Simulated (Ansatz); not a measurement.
# Al2FHSe: the cost of one run

All numbers are computed with Ansatz 0.2.0, driven from Python. Level of theory: MP2/def2-SVP.

## Step 1: The system

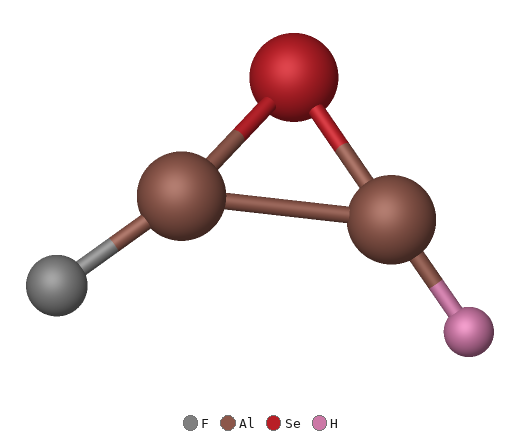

The structure that the script starts from, seen from a chosen angle (fluorine grey, aluminium brown, selenium red, hydrogen pink).

The script holds or builds the structure itself.

## Step 2: Script

The input, al2fhse.py:

```python
"""Stretching a bond of Al2FHSe, the rest held rigid."""

import ansatz as az
import matplotlib.pyplot as plt
import numpy as np

BASIS_SET = "def2-SVP"
METHOD = "MP2"


def main() -> None:
    geometry_ang = [
        ("F", [-0.7265, -2.3679, 1.3685]),
        ("Al", [-0.8741, -0.711, 0.5641]),
        ("Al", [0.6653, 1.1253, -0.3128]),
        ("Se", [-1.3066, 0.6308, -1.3451]),
        ("H", [2.2917, 1.2492, -0.3161]),
    ]
    al2fhse = az.Crystal.molecule()
    for symbol, xyz in geometry_ang:
        al2fhse = al2fhse.atom(symbol, xyz)

    symbols = [site.symbol for site in al2fhse.cartesian_sites]
    start = np.array([site.position_ang for site in al2fhse.cartesian_sites])
    axis = (start[4] - start[2]) / np.linalg.norm(start[4] - start[2])
    moving = [4]
    lengths, energies = [1.435, 1.501, 1.566, 1.631, 1.696, 1.762, 1.827, 1.925], []
    for length in lengths:
        xyz = start.copy()
        xyz[moving] += (length - np.linalg.norm(start[4] - start[2])) * axis
        point = az.Crystal.molecule()
        for symbol, place in zip(symbols, xyz):
            point = point.atom(symbol, place.tolist())
        setup = point.calculation()
        setup = setup.basis(gaussian=BASIS_SET)
        setup = setup.correlation(METHOD)
        data = setup.run(threads=1).report
        energies.append(data["free_energy_ev"])
        print(f"r = {length:6.3f} A  E = {energies[-1]:.5f} eV  <S^2> = {abs(data['mean_field']['state']['spin_squared']):.3f}")

    # quartic fit about the minimum
    fit = np.polynomial.Polynomial.fit(lengths, np.array(energies) - min(energies), 4).convert()
    roots = [r.real for r in fit.deriv().roots() if abs(r.imag) < 1e-9 and fit.deriv(2)(r.real) > 0]
    r_e = min(roots, key=lambda r: abs(r - lengths[int(np.argmin(energies))]))
    print(f"minimum of the fit at {r_e:.4f} A, force constant {fit.deriv(2)(r_e):.2f} eV/A^2")
    plt.figure(figsize=(4.5, 3))
    plt.plot(lengths, np.array(energies) - min(energies), "o-")
    plt.xlabel("bond length (A)")
    plt.ylabel("E - E(min) (eV)")
    plt.tight_layout()
    plt.savefig("scan.png", dpi=100)


if __name__ == "__main__":
    main()
```

## Step 3: Launch

Launch:

```console
> python al2fhse.py
```

Q: Estimate wall time and peak memory on 1 thread of Arm Neoverse V2, shared host.

About 10 s, with a peak of 0.29 GiB.
